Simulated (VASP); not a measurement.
# Bi2Pd (Froodite) with PBEsol: from relaxation to properties, part 7 of 7

Aim: relax Bi2Pd (Froodite), then compute properties on the relaxed cell. The start is a cell from a database of measured crystal structures.

VASP 6.6.1; PBEsol; plane waves and PAW (Bi_d, Pd).

Still holding for the runs below: The k-mesh is coarse for a metal.

So far. Step 9 (Volume scan with PBEsol, volume scale 0.96): The pressure falls from 6.57 to 4.11 GPa.

**10. Volume scan with PBEsol, volume scale 0.98**

INCAR

```
SYSTEM = Bi2Pd
PREC = Accurate
ENCUT = 400
EDIFF = 1E-06
NELM = 100
ISMEAR = 1
SIGMA = 0.2
LREAL = .FALSE.
ALGO = Normal
GGA = PS
NBANDS = 49
LASPH = .TRUE.
LORBIT = 11
LWAVE = .FALSE.
LCHARG = .FALSE.
KPAR = 4
ISIF = 2
```

POSCAR

```
Bi2Pd
1.0
    0.0000000000      4.2129934942      0.0000000000
   -1.2632245744      0.0000000000      5.4721303315
    6.3297624906     -2.1064967471     -0.0425702605
Bi Pd
4 2
Direct
    0.1563973809      0.3126895134      0.3127947619
    0.8436026191      0.6873104866      0.6872052381
    0.5737602750      0.7921465577      0.1475205500
    0.4262397250      0.2078534423      0.8524794500
    0.2242658676      0.8304505870      0.4485317351
    0.7757341324      0.1695494130      0.5514682649
```

KPOINTS

```
Automatic mesh
0
Gamma
7 5 7
0 0 0
```

Potentials, in the order of the species: Bi_d and Pd (PBE family, release 64).

Run with:

```sh
$ mpirun -np 4 vasp_std
```

Log:

```text
[... set-up lines as in an earlier step ...]
 entering main loop
       N       E                     dE             d eps       ncg     rms          rms(c)
DAV:   1     0.893372397735E+03    0.89337E+03   -0.34654E+04  7080   0.174E+03
DAV:   2     0.770695910043E+02   -0.81630E+03   -0.79119E+03  7072   0.519E+02
DAV:   3    -0.262846452977E+02   -0.10335E+03   -0.99074E+02  8105   0.196E+02
DAV:   4    -0.310200143141E+02   -0.47354E+01   -0.46911E+01  8012   0.440E+01
[...]
DAV:  11    -0.307058802524E+02   -0.37057E-05   -0.26994E-04  8916   0.863E-02    0.980E-03
DAV:  12    -0.307058803459E+02   -0.93483E-07   -0.25654E-05  9350   0.442E-02    0.650E-03
DAV:  13    -0.307058793629E+02    0.98304E-06   -0.16248E-06  4019   0.107E-02
   1 F= -.30705879E+02 E0= -.30707283E+02  d E =0.421101E-02
```

Wall time 40 s (4 MPI ranks of Intel Xeon 6975P-C (Granite Rapids), shared host); peak memory 1.6 GiB.

Parts of OUTCAR (step 10):

```text
  Total        1.6801041      1.7690335      1.7956551      0.0000000      0.0000000     -0.0286142
  in kB       18.4751053     19.4530093     19.7457510      0.0000000      0.0000000     -0.3146534
  external PRESSURE =      19.2246219 kB  Pullay stress =       0.0000000 kB

 POSITION                                       TOTAL-FORCE (eV/Angst)
 -----------------------------------------------------------------------------------
      1.58492     -0.00000      1.69776        -0.121716      0.000000      0.001620
      3.48162      2.10650      3.73180         0.121716      0.000000     -0.001620
     -0.06689      2.10650      4.32845        -0.123687      0.000000     -0.055199
      5.13343      0.00000      1.10111         0.123687      0.000000      0.055199
      1.79005      0.00000      4.52524        -0.010772     -0.000000     -0.023140
      3.27648      2.10650      0.90432         0.010772      0.000000      0.023140
 -----------------------------------------------------------------------------------
    total drift:                               -0.000000      0.000000     -0.000000

  FREE ENERGIE OF THE ION-ELECTRON SYSTEM (eV)
  ---------------------------------------------------
  free  energy   TOTEN  =       -30.7058793629 eV

  energy  without entropy=      -30.7100903690  energy(sigma->0) =      -30.70728303

[... 1 part as in an earlier step ...]

[... 2 further parts left out ...]
[key lines of the parts left out:]
E-fermi :   8.8684
```

The pressure falls from 4.11 to 1.92 GPa.

The run ends at a pressure of 1.92 GPa, with forces up to 0.14 eV/Å.

**11. Volume scan with PBEsol, volume scale 1**

INCAR is that of step 10.

POSCAR: that of step 10 with these lines changed.

```diff
@@ -2,5 +2,5 @@
 1.0
-    0.0000000000      4.2129934942      0.0000000000
-   -1.2632245744      0.0000000000      5.4721303315
-    6.3297624906     -2.1064967471     -0.0425702605
+    0.0000000000      4.2414605300      0.0000000000
+   -1.2717601345      0.0000000000      5.5091053067
+    6.3725324535     -2.1207302650     -0.0428579061
 Bi Pd
```

KPOINTS is that of step 10.

Run with:

```sh
$ mpirun -np 4 vasp_std
```

Log:

```text
[... set-up lines as in an earlier step ...]
 entering main loop
       N       E                     dE             d eps       ncg     rms          rms(c)
DAV:   1     0.893749797330E+03    0.89375E+03   -0.34707E+04  7072   0.173E+03
DAV:   2     0.773494578440E+02   -0.81640E+03   -0.79177E+03  7072   0.517E+02
DAV:   3    -0.262589263472E+02   -0.10361E+03   -0.99246E+02  8064   0.196E+02
DAV:   4    -0.310365183366E+02   -0.47776E+01   -0.47359E+01  7969   0.441E+01
[...]
DAV:  11    -0.307272573808E+02   -0.57824E-05   -0.26921E-04  9082   0.842E-02    0.999E-03
DAV:  12    -0.307272574604E+02   -0.79641E-07   -0.23379E-05  9203   0.453E-02    0.629E-03
DAV:  13    -0.307272565319E+02    0.92853E-06   -0.16865E-06  4012   0.109E-02
   1 F= -.30727257E+02 E0= -.30728737E+02  d E =0.444006E-02
```

It took 40 s on 4 MPI ranks; peak memory 1.6 GiB; 2.5 min of CPU time.

From OUTCAR (step 11):

```text
  Total       -0.0058136     -0.0242171      0.0013412      0.0000000      0.0000000     -0.0215549
  in kB       -0.0626505     -0.2609746      0.0144531      0.0000000      0.0000000     -0.2322859
  external PRESSURE =      -0.1030573 kB  Pullay stress =       0.0000000 kB

 POSITION                                       TOTAL-FORCE (eV/Angst)
 -----------------------------------------------------------------------------------
      1.59563     -0.00000      1.70923         0.003058     -0.000000     -0.003026
      3.50514      2.12073      3.75701        -0.003058      0.000000      0.003026
     -0.06734      2.12073      4.35770        -0.008505      0.000000      0.003348
      5.16811      0.00000      1.10855         0.008505      0.000000     -0.003348
      1.80215      0.00000      4.55582         0.007121     -0.000000     -0.004888
      3.29862      2.12073      0.91043        -0.007121      0.000000      0.004888
 -----------------------------------------------------------------------------------
    total drift:                               -0.000000      0.000000     -0.000000

  FREE ENERGIE OF THE ION-ELECTRON SYSTEM (eV)
  ---------------------------------------------------
  free  energy   TOTEN  =       -30.7272565319 eV

  energy  without entropy=      -30.7316965960  energy(sigma->0) =      -30.72873655

[... 2 parts as in an earlier step ...]

[... 1 further part left out ...]
[key lines of the parts left out:]
E-fermi :   8.5787
```

The pressure falls from 1.92 to -0.01 GPa.

The run ends at a pressure of -0.01 GPa, with forces up to 0.0091 eV/Å.

**12. Volume scan with PBEsol, volume scale 1.02**

INCAR is that of step 11.

POSCAR: that of step 11 with these lines changed.

```diff
@@ -2,5 +2,5 @@
 1.0
-    0.0000000000      4.2414605300      0.0000000000
-   -1.2717601345      0.0000000000      5.5091053067
-    6.3725324535     -2.1207302650     -0.0428579061
+    0.0000000000      4.2695504912      0.0000000000
+   -1.2801826325      0.0000000000      5.5455905111
+    6.4147358851     -2.1347752456     -0.0431417416
 Bi Pd
```

KPOINTS is that of step 11.

Run with:

```sh
$ mpirun -np 4 vasp_std
```

Log:

```text
[... set-up lines as in an earlier step ...]
 entering main loop
       N       E                     dE             d eps       ncg     rms          rms(c)
DAV:   1     0.888294550397E+03    0.88829E+03   -0.34707E+04  7088   0.171E+03
DAV:   2     0.766533622568E+02   -0.81164E+03   -0.78646E+03  7064   0.515E+02
DAV:   3    -0.262590695605E+02   -0.10291E+03   -0.98399E+02  8077   0.195E+02
DAV:   4    -0.310236411495E+02   -0.47646E+01   -0.47210E+01  7976   0.438E+01
[...]
DAV:  11    -0.307147180160E+02   -0.72439E-05   -0.26016E-04  9253   0.819E-02    0.979E-03
DAV:  12    -0.307147181414E+02   -0.12539E-06   -0.22002E-05  9016   0.459E-02    0.603E-03
DAV:  13    -0.307147172417E+02    0.89973E-06   -0.17361E-06  4064   0.109E-02
   1 F= -.30714717E+02 E0= -.30716234E+02  d E =0.455167E-02
```

It took 37 s on 4 MPI ranks; peak memory 1.6 GiB.

OUTCAR, selected parts (step 12):

```text
  Total       -1.5646880     -1.6809178     -1.6551155      0.0000000      0.0000000     -0.0152637
  in kB      -16.5312000    -17.7591884    -17.4865829      0.0000000      0.0000000     -0.1612639
  external PRESSURE =     -17.2589904 kB  Pullay stress =       0.0000000 kB

 POSITION                                       TOTAL-FORCE (eV/Angst)
 -----------------------------------------------------------------------------------
      1.60620     -0.00000      1.72055         0.116490     -0.000000     -0.007125
      3.52836      2.13478      3.78190        -0.116490      0.000000      0.007125
     -0.06779      2.13478      4.38656         0.095508     -0.000000      0.055896
      5.20234      0.00000      1.11589        -0.095508      0.000000     -0.055896
      1.81408      0.00000      4.58599         0.023790      0.000000      0.010897
      3.32047      2.13478      0.91646        -0.023790     -0.000000     -0.010897
 -----------------------------------------------------------------------------------
    total drift:                               -0.000000      0.000000     -0.000000

  FREE ENERGIE OF THE ION-ELECTRON SYSTEM (eV)
  ---------------------------------------------------
  free  energy   TOTEN  =       -30.7147172417 eV

  energy  without entropy=      -30.7192689110  energy(sigma->0) =      -30.71623446

[... 1 part as in an earlier step ...]

[... 2 further parts left out ...]
[key lines of the parts left out:]
E-fermi :   8.3017
```

The pressure falls from -0.01 to -1.73 GPa.

The run ends at a pressure of -1.73 GPa, with forces up to 0.12 eV/Å.

**13. Volume scan with PBEsol, volume scale 1.04**

INCAR is that of step 12.

POSCAR: that of step 12 with these lines changed.

```diff
@@ -2,5 +2,5 @@
 1.0
-    0.0000000000      4.2695504912      0.0000000000
-   -1.2801826325      0.0000000000      5.5455905111
-    6.4147358851     -2.1347752456     -0.0431417416
+    0.0000000000      4.2972756219      0.0000000000
+   -1.2884957397      0.0000000000      5.5816018481
+    6.4563911814     -2.1486378110     -0.0434218906
 Bi Pd
```

KPOINTS is that of step 12.

Run with:

```sh
$ mpirun -np 4 vasp_std
```

Log:

```text
[... set-up lines as in an earlier step ...]
 entering main loop
       N       E                     dE             d eps       ncg     rms          rms(c)
DAV:   1     0.882512410457E+03    0.88251E+03   -0.34742E+04  7088   0.170E+03
DAV:   2     0.755903376975E+02   -0.80692E+03   -0.78267E+03  7096   0.510E+02
DAV:   3    -0.262709052107E+02   -0.10186E+03   -0.97539E+02  8063   0.194E+02
DAV:   4    -0.309817897656E+02   -0.47109E+01   -0.46648E+01  7960   0.437E+01
[...]
DAV:  11    -0.306721170725E+02   -0.92318E-05   -0.25341E-04  9302   0.794E-02    0.967E-03
DAV:  12    -0.306721173454E+02   -0.27292E-06   -0.20244E-05  8907   0.453E-02    0.560E-03
DAV:  13    -0.306721164690E+02    0.87647E-06   -0.18187E-06  4164   0.107E-02
   1 F= -.30672116E+02 E0= -.30673637E+02  d E =0.456150E-02
```

The job ended after 36 s (4 MPI ranks; peak memory 1.6 GiB; 2.3 min of CPU time).

OUTCAR, selected parts (step 13):

```text
  Total       -3.0049398     -3.2118880     -3.1848109      0.0000000      0.0000000     -0.0079880
  in kB      -31.1371779    -33.2815739    -33.0010019      0.0000000      0.0000000     -0.0827717
  external PRESSURE =     -32.4732512 kB  Pullay stress =       0.0000000 kB

 POSITION                                       TOTAL-FORCE (eV/Angst)
 -----------------------------------------------------------------------------------
      1.61663     -0.00000      1.73173         0.220324     -0.000000     -0.010303
      3.55127      2.14864      3.80645        -0.220324      0.000000      0.010303
     -0.06823      2.14864      4.41504         0.189876     -0.000000      0.103300
      5.23612     -0.00000      1.12314        -0.189876      0.000000     -0.103300
      1.82586      0.00000      4.61577         0.037868     -0.000000      0.024820
      3.34203      2.14864      0.92241        -0.037868      0.000000     -0.024820
 -----------------------------------------------------------------------------------
    total drift:                               -0.000000      0.000000     -0.000000

  FREE ENERGIE OF THE ION-ELECTRON SYSTEM (eV)
  ---------------------------------------------------
  free  energy   TOTEN  =       -30.6721164690 eV

  energy  without entropy=      -30.6766779687  energy(sigma->0) =      -30.67363697

[... 1 part as in an earlier step ...]

[... 2 further parts left out ...]
[key lines of the parts left out:]
E-fermi :   8.0366
```

The pressure falls from -1.73 to -3.25 GPa.

The run ends at a pressure of -3.25 GPa, with forces up to 0.22 eV/Å.

**14. Volume scan with PBEsol, volume scale 1.06**

A prediction first. A parabola through the 6 pressures of evenly scaled cells so far, P = -0.02 -91.6 t +239 t² GPa with t = ln(V/V₁) and V₁ the volume at scale 1, gives -4.54 GPa at t = +0.0583.

INCAR is that of step 13.

POSCAR: that of step 13 with these lines changed.

```diff
@@ -2,5 +2,5 @@
 1.0
-    0.0000000000      4.2972756219      0.0000000000
-   -1.2884957397      0.0000000000      5.5816018481
-    6.4563911814     -2.1486378110     -0.0434218906
+    0.0000000000      4.3246475422      0.0000000000
+   -1.2967029402      0.0000000000      5.6171544108
+    6.4975158009     -2.1623237711     -0.0436984706
 Bi Pd
```

KPOINTS is that of step 13.

Run with:

```sh
$ mpirun -np 4 vasp_std
```

Log:

```text
[... set-up lines as in an earlier step ...]
 entering main loop
       N       E                     dE             d eps       ncg     rms          rms(c)
DAV:   1     0.880110482242E+03    0.88011E+03   -0.34783E+04  7074   0.169E+03
DAV:   2     0.747417328833E+02   -0.80537E+03   -0.78097E+03  7097   0.508E+02
DAV:   3    -0.262389878569E+02   -0.10098E+03   -0.96680E+02  8125   0.193E+02
DAV:   4    -0.309129620124E+02   -0.46740E+01   -0.46312E+01  7942   0.435E+01
[...]
DAV:  11    -0.306027643854E+02   -0.10645E-04   -0.24186E-04  9229   0.765E-02    0.958E-03
DAV:  12    -0.306027647519E+02   -0.36645E-06   -0.18398E-05  8667   0.424E-02    0.528E-03
DAV:  13    -0.306027638595E+02    0.89239E-06   -0.18163E-06  4221   0.104E-02
   1 F= -.30602764E+02 E0= -.30604258E+02  d E =0.448383E-02
```

It took 37 s on 4 MPI ranks; peak memory 1.7 GiB.

OUTCAR, selected parts (step 14):

```text
  Total       -4.3374899     -4.6261131     -4.6016667      0.0000000      0.0000000     -0.0022918
  in kB      -44.0970380    -47.0313220    -46.7827879      0.0000000      0.0000000     -0.0232992
  external PRESSURE =     -45.9703826 kB  Pullay stress =       0.0000000 kB

 POSITION                                       TOTAL-FORCE (eV/Angst)
 -----------------------------------------------------------------------------------
      1.62692     -0.00000      1.74276         0.315404     -0.000000     -0.012970
      3.57389      2.16232      3.83070        -0.315404      0.000000      0.012970
     -0.06866      2.16232      4.44316         0.274833      0.000000      0.146116
      5.26947      0.00000      1.13029        -0.274833      0.000000     -0.146116
      1.83749      0.00000      4.64517         0.050044     -0.000000      0.036540
      3.36332      2.16232      0.92829        -0.050044      0.000000     -0.036540
 -----------------------------------------------------------------------------------
    total drift:                               -0.000000      0.000000     -0.000000

  FREE ENERGIE OF THE ION-ELECTRON SYSTEM (eV)
  ---------------------------------------------------
  free  energy   TOTEN  =       -30.6027638595 eV

  energy  without entropy=      -30.6072476910  energy(sigma->0) =      -30.60425847

[... 1 part as in an earlier step ...]

[... 2 further parts left out ...]
[key lines of the parts left out:]
E-fermi :   7.7826
```

The pressure falls from -3.25 to -4.60 GPa. The parabola predicted -4.54 GPa, +0.06 GPa off.

**15. Comparing the runs**

Times are for 4 MPI ranks of Intel Xeon 6975P-C (Granite Rapids), shared host. Results by setting:

| no. | volume scale | energy above the lowest point (meV/atom) | pressure (GPa) | time | memory (GiB) |
| --- | --- | --- | --- | --- | --- |
| 1 | 0.94 | 30.64 | 6.569 | 39 s | 1.5 |
| 2 | 0.96 | 13.51 | 4.114 | 39 s | 1.5 |
| 3 | 0.98 | 3.58 | 1.922 | 40 s | 1.6 |
| 4 | 1 | 0 | -0.01031 | 40 s | 1.6 |
| 5 | 1.02 | 2.08 | -1.726 | 37 s | 1.6 |
| 6 | 1.04 | 9.18 | -3.247 | 36 s | 1.6 |
| 7 | 1.06 | 20.75 | -4.597 | 37 s | 1.7 |

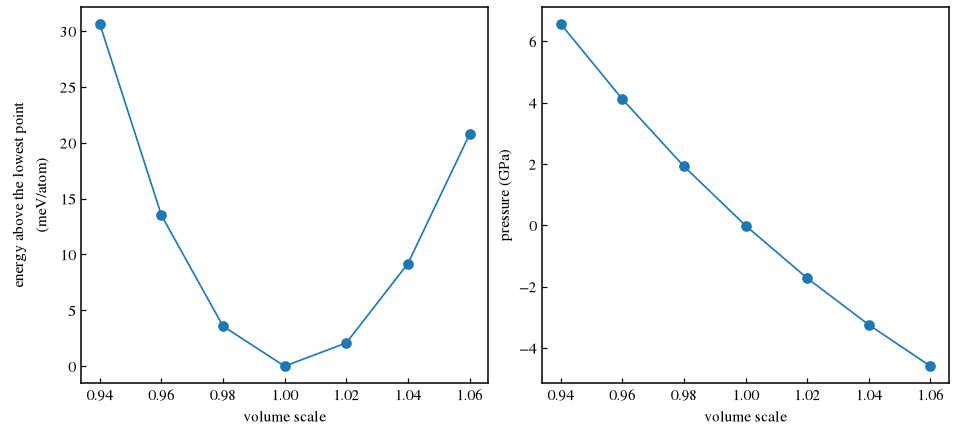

The series as plots.

**16. Fit for PBEsol**

This step: Birch-Murnaghan fit, PBEsol; plane waves and PAW (VASP 6.6.1).

No new run; the numbers come from the runs before.

Numbers from this step:

- pressure derivative of the bulk modulus: 4.960
- r.m.s. error of the fit: 1.81e-6 eV/atom
- minimum inside the sampled range: yes
- bulk modulus: 90.28 GPa
- equilibrium volume of the fit: 24.83 Å³/atom

Energy above the fitted minimum against volume:

| volume (Å³/atom) | energy above the fitted minimum (eV/atom) |
| --- | --- |
| 23.29 | 0.0307 |
| 23.79 | 0.0135 |
| 24.28 | 0.00361 |
| 24.78 | 3.5e-5 |
| 25.27 | 0.00212 |
| 25.77 | 0.00922 |
| 26.27 | 0.0208 |

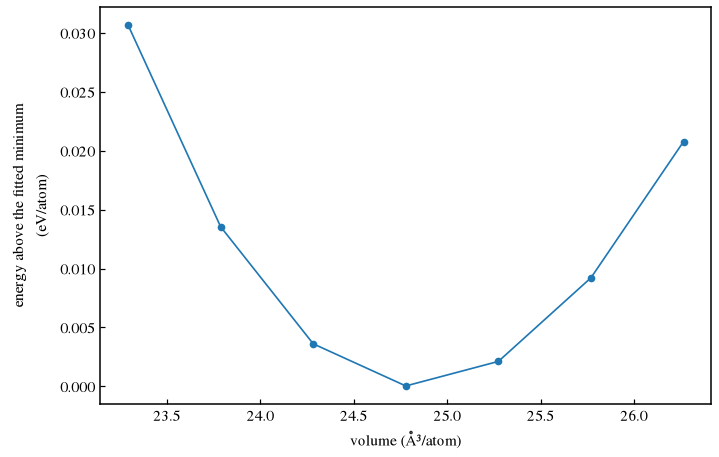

Energy above the fitted minimum, plotted against volume.

The fitted volume lies +0.23 % from the relaxed one. At a finite cutoff and mesh the minimum of the energy and the zero of the stress don't quite coincide, and the relaxation stops at a threshold. The atoms bear forces along the scan, since they were held; freeing them would lower the modulus.

**17. Summary of results**

```json
{"relaxed volume": "24.78 Å³/atom", "relaxed conventional cell a, b, c": "12.745, 4.241, 5.654 Å; angles 90.0, 103.4, 90.0°", "space group after relaxing, within 0.02 Å": "C2/m (No. 12)", "band gap": "none, a metal", "DOS at the Fermi level": "1.93 states/eV/cell", "highest zone-centre mode": "172 cm⁻¹", "bulk modulus from the fit": "90.3 GPa", "volume from the fit": "24.8 Å³/atom"}
```

With PBEsol, Bi2Pd (Froodite) relaxes to 24.78 Å³/atom in space group C2/m (held by the symmetry of the run), comes out as a metal and has a bulk modulus of 90.3 GPa at fixed shape and positions, an upper bound. Against the listed cell the volume lies -0.7 % (a under 0.05 %, b -0.2 %, c -0.2 %). Bands along the symmetry lines (PBEsol): Of the bands kept, 3 cross the Fermi level on this path. Vibrations at Γ (PBEsol): The highest mode in this list at Γ, 171.7 cm⁻¹, is mostly motion of Pd (90 % of the kinetic energy). Spin-orbit coupling is left out, and with elements this heavy it would split and shift bands near the Fermi level. The k-sampling is coarse for a metal, so the Fermi level, pressures and the shape of the cell carry errors. Modes at Γ alone can't show that the crystal is stable at other wave vectors. No search among competing phases was made, and a listed structure need not be the one stable at ambient conditions. All values are for a static lattice at zero temperature.

[Lines on the potential files, build, host, timing and source positions are cut from VASP's logs without a mark.]

[Logs are printed without paths, hosts, clocks, repeated set-up lines and the standing remarks that a program may print on its own settings, such as how far it seeks lower states.]

[Hosts, paths, dates, database ids (printed as entryN), source tags and the programs' standing remarks are cut or masked in the printed files.]

[A measured line is paired with the nearest computed mode of its activity, which favours agreement.]
